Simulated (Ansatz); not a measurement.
BNH$_{5}$OF: several calculations on one system

Part 1: Relaxation

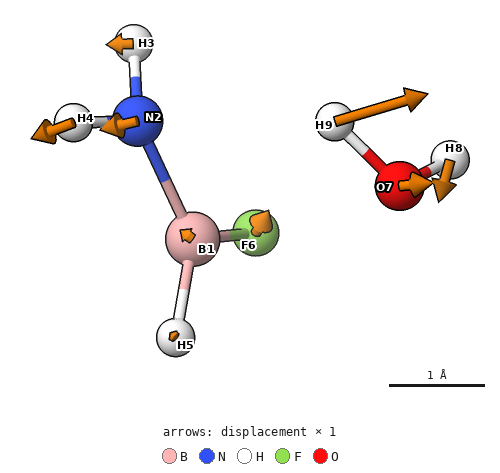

This is a relaxation of BNH5OF. The starting structure is drawn; orange arrows show the displacements, at their true length. The two geometries are superimposed by the best rigid fit.

A ball-and-stick model, seen at a tilt.

The run prepares an end point of a later path (reaction) calculation, from a guessed geometry.

The calculation used RHF/def2-SVP (Ansatz). Set-up: no spin polarisation; force threshold 0.03 eV/Å; at most 50 steps.

Question: Describe the change and its energy.

Answer: Over 20 accepted moves (25 points after the start) the energy falls by 0.195 eV. The largest force component goes from 2.3 to 0.0079 eV/Å. The line search rejected the trial steps at points 2, 5, 10, 12, 17 of the run. H9 moves most after the best rigid fit: 1.04 Å. By element the largest moves are H 1.04 Å, N 0.45 Å, O 0.40 Å, F 0.38 Å, B 0.18 Å. Near-neighbour distances that change, for instance: B1–N2 1.473 → 1.389 Å, O7–H9 0.970 → 0.945 Å, B1–F6 1.324 → 1.338 Å, B1–H5 1.185 → 1.194 Å. Among the angles between lasting bonds that change: B1–N2–H3 120.5° → 122.8°. Cost: 42 s on 1 thread of Arm Neoverse V1, with other jobs on the host, peak memory 0.13 GiB.

Limits of the set-up: the start holds two separate molecules, 2.3 Å apart at their closest, whose relative position is a soft coordinate and is computed without a dispersion correction; Hartree-Fock leaves out electron correlation.

Part 2: Relaxation

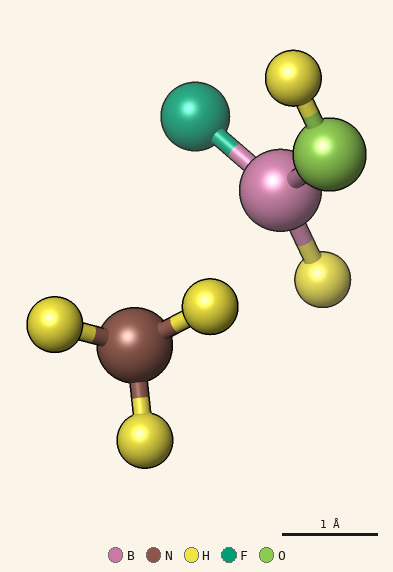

This is the input geometry for a relaxation of BNH₅OF. The picture is a ball-and-stick view, seen from a free direction.

The run prepares an end point of a later path (reaction) calculation, from a guessed geometry.

All numbers below come from RHF/def2-SVP in Ansatz 0.2.0.

Input file:
```yaml
crystal:
  periodic: [false, false, false]
  atoms:
    - { symbol: B, position_ang: [-0.086957, 0.487506, -0.45683] }
    - { symbol: "N", position_ang: [-0.005534, -0.025384, 2.242695] }
    - { symbol: H, position_ang: [-0.767502, -0.180298, 2.879966] }
    - { symbol: H, position_ang: [0.84329, -0.279368, 2.717901] }
    - { symbol: H, position_ang: [1.026164, 0.089694, -0.590384] }
    - { symbol: F, position_ang: [-1.111391, -0.235043, -0.860807] }
    - { symbol: O, position_ang: [-0.31961, 1.766735, -0.009825] }
    - { symbol: H, position_ang: [-1.238457, 1.995985, -0.014561] }
    - { symbol: H, position_ang: [0.037797, 0.979874, 2.034645] }
basis:
  gaussian: { orbitals: def2-SVP }
hamiltonian:
  xc: hf
relax:
  f_tol: 0.03
  max_steps: 50
```

Launched with:
```bash
ansatz run input.yaml --threads 1 --pin off --max-ram 2048MiB --backend cpu --events-out ev --progress --plain --runs-dir out
```

Predict the outcome.

The atom that moves furthest after the best rigid fit is H4 (0.92 Å). Largest moves by element: H 0.92 Å, F 0.67 Å, B 0.61 Å, N 0.45 Å, O 0.23 Å. Some distances before and after: B1–N2 2.749 → 1.734 Å, B1–F6 1.317 → 1.382 Å, B1–O7 1.375 → 1.402 Å, B1–H5 1.190 → 1.216 Å. New bonds form, among them: B1–N2 (2.75 → 1.73 Å). Among the angles between lasting bonds that change: H5–B1–F6 120.7° → 115.0°, F6–B1–O7 118.6° → 114.3°, H5–B1–O7 120.4° → 116.2°. After 22 accepted moves (24 points after the start) the energy has fallen by 23.1 kJ/mol. Largest force component: 1.1 eV/Å at the start, 0.012 eV/Å at the end. The line search rejected the trial steps at points 2, 18 of the run. The forces were under the threshold at step 14, but the run went on from there.

The structure at the end:

```xyz
9

B    -0.0550    0.5000    0.1503
N     0.0529    0.1906    1.8535
H    -0.8562    0.2697    2.2816
H     0.4148   -0.7315    2.0353
H     1.0898    0.3218   -0.2197
F    -0.9560   -0.4694   -0.2473
O    -0.5393    1.8124    0.0516
H    -1.4360    1.8361   -0.2411
H     0.6628    0.8699    2.2785
```

The end point in the same view:

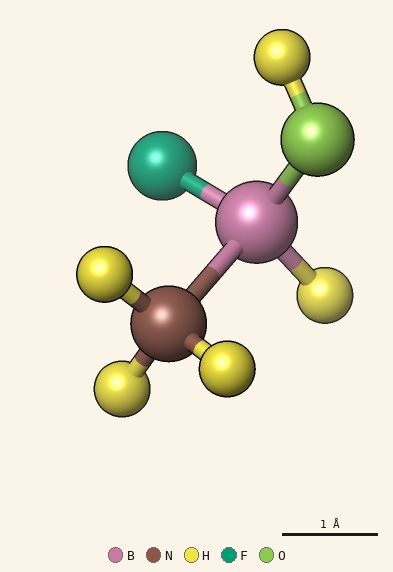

Limits of the set-up: the start holds two separate molecules, 2.2 Å apart at their closest, whose relative position is a soft coordinate and is computed without a dispersion correction; Hartree-Fock leaves out electron correlation.

Part 3: Path

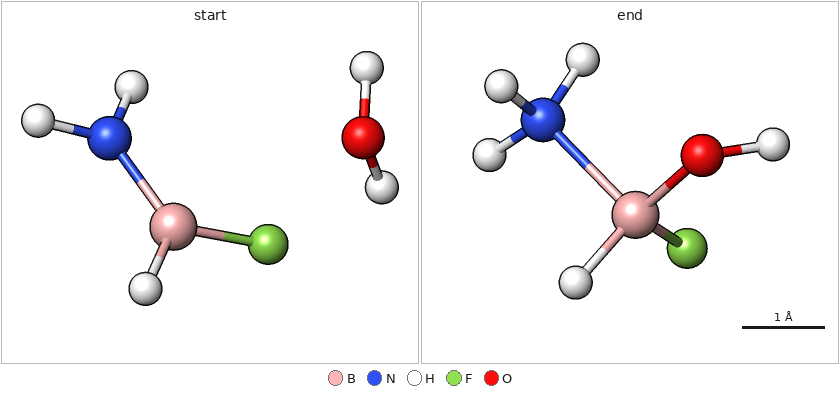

The two relaxed end points of a path for BNH₅OF, made up at the start of BNH3F and H$_{2}$O. The picture is a ball-and-stick view, seen at a tilt.

Theory: RHF/def2-SVP in Ansatz.

Set-up: 5 movable images; climbing image; force threshold 0.03 eV/Å; iteration limit 60.

Start:
```xyz
9

B     0.0926   -0.3173    0.4292
N     0.2021   -0.7306    1.7511
H    -0.5905   -0.8586    2.3465
H     1.0815   -0.9177    2.1833
H     1.0423   -0.1924   -0.2839
F    -1.1263   -0.0848   -0.0722
O    -0.4425    2.7346    0.4339
H    -0.9999    2.2027   -0.1152
H    -0.8816    2.7638    1.2701
```

End:
```xyz
9

B    -0.0399    0.5320    0.1532
N     0.0549    0.1763    1.8482
H    -0.8658    0.1797    2.2583
H     0.4754   -0.7246    2.0096
H     1.1215    0.4439   -0.1966
F    -0.8643   -0.4831   -0.2936
O    -0.6110    1.8109    0.0841
H    -1.5012    1.7832   -0.2275
H     0.6082    0.8814    2.3070
```

> What barrier does the band find between them, and by what path?

The energy climbs by 1.15 eV to image 3 and then falls by 1.58 eV, so the end point sits at −0.42 eV. Breaking: O7–H9 (0.94 → 1.17 at the top → 2.70 Å). Forming: B1–O7 (3.10 → 1.59 at the top → 1.40 Å), N2–H9 (3.69 → 1.33 at the top → 1.01 Å). The band converged in 13 iterations. The largest component of the band force went from 11 to 0.026 eV/Å. The climbing image converged on the top of the path. Its vibrational analysis gives one imaginary mode (1784i cm⁻¹), as a transition state must have.

Energies of the converged images:

| image | path (Å) | E (eV) |
| --- | --- | --- |
| 0 | 0.00 | 0.000 |
| 1 | 0.85 | 0.014 |
| 2 | 1.71 | 0.207 |
| 3 | 2.56 | 1.154 |
| 4 | 3.39 | -0.324 |
| 5 | 4.23 | -0.397 |
| 6 | 5.07 | -0.425 |

The geometry at the top of the path:

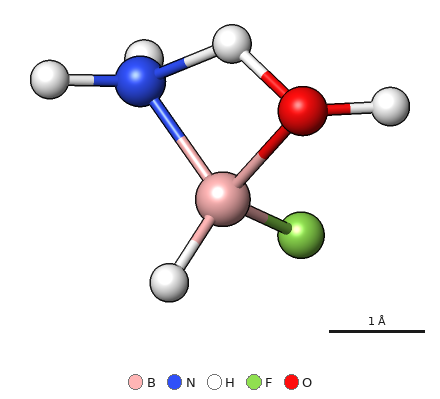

Limits of the set-up: the start holds two separate molecules, 2.3 Å apart at their closest, whose relative position is a soft coordinate and is computed without a dispersion correction; Hartree-Fock leaves out electron correlation.

Cost: 77 s on 1 thread of Arm Neoverse V1 (shared host), peak memory 0.14 GiB.
